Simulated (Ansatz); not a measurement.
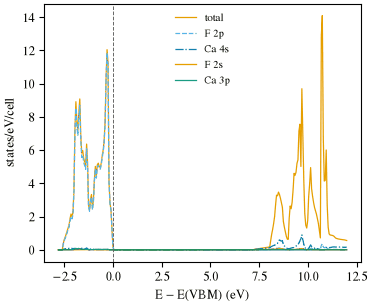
Fig. 1. Total and projected density of states of CaF₂ (fluorite, Fm-3m), the program Ansatz at the PBE level (PAW)

Which orbitals carry the states next to the gap?

Top 1 eV of the valence band: F 2p 98 %. Bottom 1 eV of the conduction band: Ca 4s 64 %, F 2s 14 %, outside the projected shells 19 %. Projections are on Löwdin-orthogonalised atomic valence shells; empty p or d shells of many metals are not among them.

Where is the tallest occupied peak in this window, and what makes it?

Near -0.3 eV, about 12 states/eV per cell; the largest projected share is F 2p.

The cell was relaxed with PBE under the symmetry of its start.

Potentials: the earlier of the program's two PAW sets.
